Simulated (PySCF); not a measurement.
# One shape, several levels: SiH2SCl (SMILES S[SiH]Cl)

We compute a comparison of 3 runs (U-r2SCAN/STO-3G, U-wB97X-V/STO-3G, UM06-2X/STO-3G) of SiH2SCl. The job is set up through a Python script.

Program for the calculation: PySCF 2.14.0.

2 further runs of the same task are left out: 2 set aside as unsound or not needed.

## 1. The molecule

SiH2SCl has 5 atoms, charge 0, and is taken as a doublet. As SMILES, `S[SiH]Cl`. The Si2–Cl3 distance was set to 3.080 Å, away from the relaxed value. At this shape a bond of the SMILES string is far longer than usual.

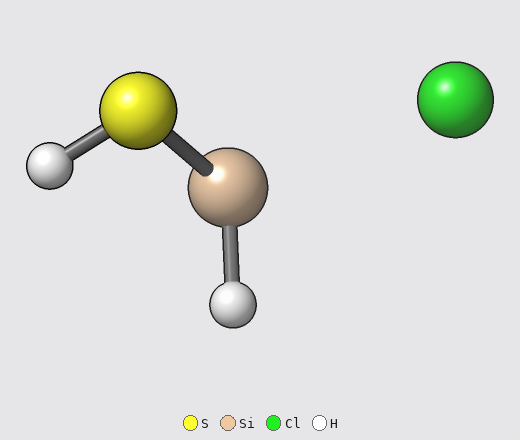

The structure, seen from a chosen angle (sulfur yellow, silicon light orange, chlorine green, hydrogen white).

## 2. The energy at U-r2SCAN/STO-3G (run 1)

File job.py:

```python
from pyscf import gto, dft

mol = gto.Mole()
mol.atom = '''
S   -1.834799  -0.725748  -0.531349
Si   0.288201  -0.784548  -0.717349
Cl   1.324100   1.826800   0.545500
H   -1.978299  -1.947448  -1.076849
H    0.869501  -1.924348   0.054851
'''
mol.max_memory = 1860
mol.verbose = 3
mol.spin = 1
mol.basis = 'sto-3g'
mol.build()

calc0 = dft.UKS(mol)
calc0.xc = 'r2scan'
calc0.conv_tol = 1e-10
calc0.grids.level = 5
calc0.kernel()
if not calc0.converged:
    calc0 = calc0.newton().run(calc0.mo_coeff, calc0.mo_occ)

e_final = calc0.e_tot
print(f'total energy: {e_final:.8f} hartree')
```

Launch:

```sh
$ OMP_NUM_THREADS=1 python job.py
```

Output:

```text
WARN: HOMO -0.201125687706186 >= LUMO -0.201125687706185

converged SCF energy = -1136.17033243231  <S^2> = 0.76287457  2S+1 = 2.0128334
total energy: -1136.17033243 hartree
```

Run time: 21 s. Hardware: 1 thread of Arm Neoverse V1, shared host; peak memory 0.26 GiB.

## 3. The energy at U-wB97X-V/STO-3G (run 2)

File job.py:

```python
from pyscf import gto, dft

system = gto.Mole()
system.atom = '''
S     -3.467268    -1.371465    -1.004104
Si     0.544621    -1.482581    -1.355593
Cl     2.502186     3.452152     1.030846
H     -3.738443    -3.680143    -2.034950
H      1.643119    -3.636491     0.103653
'''
system.verbose = 3
system.unit = 'bohr'
system.spin = 1
system.max_memory = 1860
system.basis = 'sto-3g'
system.build()

mf = dft.UKS(system, xc='wb97x-v')
mf.nlcgrids.level = 1
mf.grids.level = 5
mf.conv_tol = 1e-10
mf.kernel()
if not mf.converged:
    mf = mf.newton().run(mf.mo_coeff, mf.mo_occ)

etot = mf.e_tot
print('E = %.10f Eh' % etot)
```

Launch:

```sh
$ OMP_NUM_THREADS=1 python job.py
```

Output:

```text
converged SCF energy = -1136.0537794985  <S^2> = 0.84093044  2S+1 = 2.0889523
E = -1136.0537794985 Eh
```

It took 49 s on 1 thread of Arm Neoverse V1, shared host; peak memory 0.25 GiB.

## 4. A single-point energy at UM06-2X/STO-3G (run 3)

File calc.py:

```python
from pyscf import gto, dft

system = gto.M(
    atom=[
    ('S', (-1.834799, -0.725748, -0.531349)),
    ('Si', (0.288201, -0.784548, -0.717349)),
    ('Cl', (1.324100, 1.826800, 0.545500)),
    ('H', (-1.978299, -1.947448, -1.076849)),
    ('H', (0.869501, -1.924348, 0.054851)),
],
    basis='sto-3g',
    charge=0,
    verbose=3,
    max_memory=1860,
    spin=1,
)

mf = dft.UKS(system, xc='m06-2x')
mf.conv_tol = 1e-10
mf.grids.level = 5
mf.kernel()
if not mf.converged:
    mf = mf.newton().run(mf.mo_coeff, mf.mo_occ)

etot = mf.e_tot
print('Final energy', etot)
```

Launch:

```sh
$ OMP_NUM_THREADS=1 python calc.py
```

Output:

```text
WARN: HOMO -0.189187013818794 >= LUMO -0.189187013818792

WARN: HOMO -0.036314374635159 >= LUMO -0.0356535039878488

converged SCF energy = -1136.23937662661  <S^2> = 0.81839686  2S+1 = 2.0672657
Final energy -1136.23937662661
```

Wall time 18 s (1 thread of Arm Neoverse V1, shared host); peak memory 0.26 GiB.

## 5. The series

| run | level | nlc grid | energy (Eh) | dipole moment (D) | HOMO energy (eV) | LUMO energy (eV) | wall time |
| --- | --- | --- | --- | --- | --- | --- | --- |
| 1 | U-r2SCAN/STO-3G | – | -1136.170332 | 6.93 | -2.98 | -2.25 | 21 s |
| 2 | U-wB97X-V/STO-3G | 1 | -1136.053779 | 6.48 | -6.60 | 0.26 | 49 s |
| 3 | UM06-2X/STO-3G | – | -1136.239377 | 6.59 | -5.49 | -0.92 | 18 s |

## 6. Results

| quantity | value |
| --- | --- |
| run 3: total energy | -1136.23938 Eh |
| run 3: dipole moment | 6.59 D |
| run 3: HOMO energy (highest over α and β) | -5.49 eV |
| run 3: LUMO energy (lowest over α and β) | -0.92 eV |
| run 3: ⟨S²⟩ | 0.818 |

**Reading.** The dipole moment (its size) runs from 6.48 D (U-wB97X-V/STO-3G) to 6.93 D (U-r2SCAN/STO-3G). Totals of different functionals can't be ranked against each other. In runs 1, 2, 3 the basis is minimal, so the values are rough. All runs together took 88 s, the longest 49 s.
